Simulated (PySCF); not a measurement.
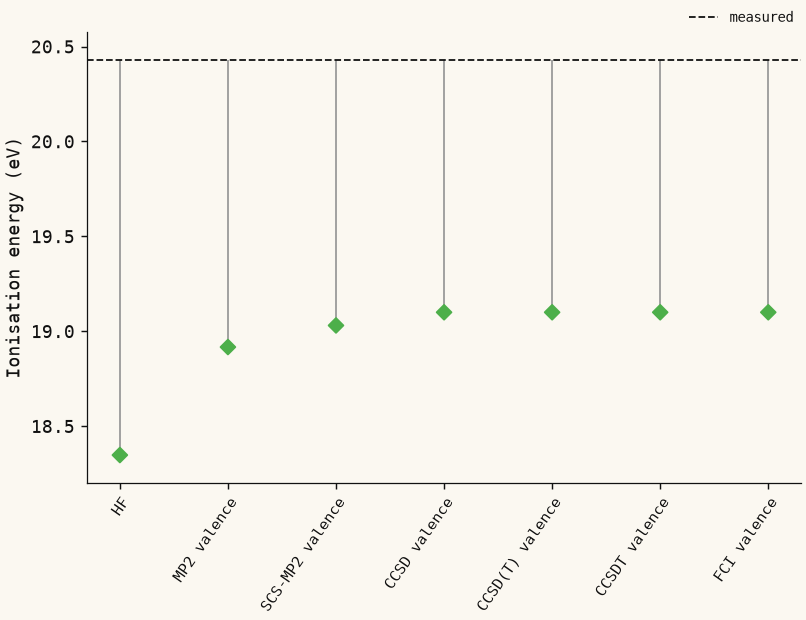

The ionisation energy of an atom or ion with 80 electrons in the configuration [Xe] 4f¹⁴ 5d¹⁰ 6s² by several methods. PySCF, aug-cc-pVQZ-DK3, spin-free X2C-1e, unrestricted single determinants, no spin-orbit coupling. Methods marked “valence” freeze 78 core electrons.

Question: Which atom or ion is it?

Answer: Tl⁺. The values run from 18.348 eV (HF) to 19.100 eV (CCSD valence, CCSD(T) valence, CCSDT valence and FCI valence). The measured value is 20.428 ± 0.0006 eV; nearest to it come CCSD valence (−1.329) and FCI valence (−1.329), furthest HF (−2.081 eV).
